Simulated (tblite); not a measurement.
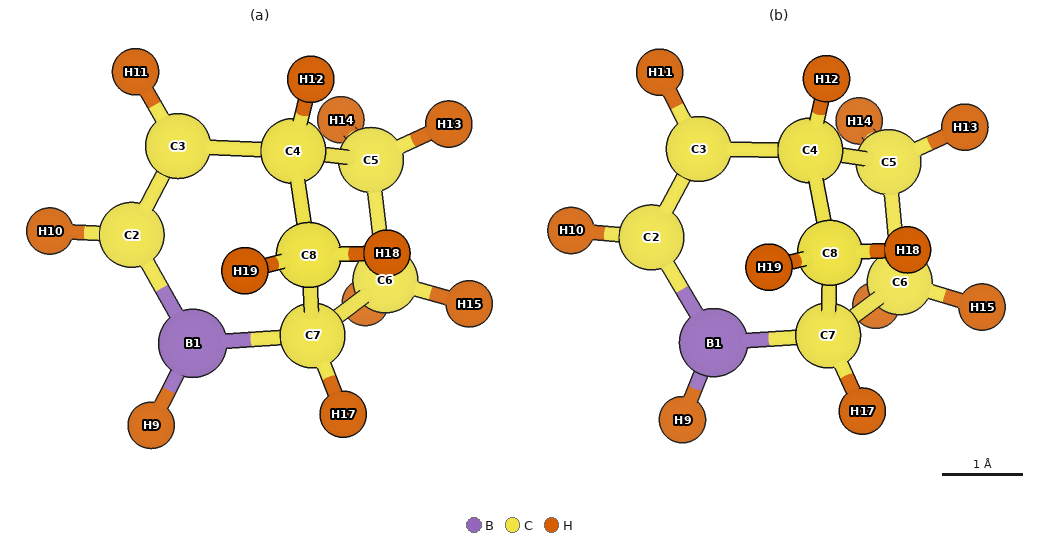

The structure of C7H11B before (left) and after (right) a relaxation, at one scale.

Style: ball-and-stick. Shown face on.

Level of theory: GFN2-xTB geometry optimisation, gas phase (tblite 0.8.0). 

**Summarise the run.**

The energy falls by 18.9 kJ/mol in 39 geometry steps. The atom that moves furthest after the best rigid fit is an H atom (0.34 Å). By element the largest moves are H 0.34 Å, C 0.08 Å, B 0.03 Å. Some distances before and after: C–C 1.541 → 1.496 Å, B–C 1.625 → 1.584 Å, C–H 1.126 → 1.092 Å, B–C 1.566 → 1.537 Å. Among the angles between lasting bonds that change: B–C–C 109.6° → 105.5°, B–C–C 106.7° → 110.7°, B–C–H 112.0° → 115.4°.
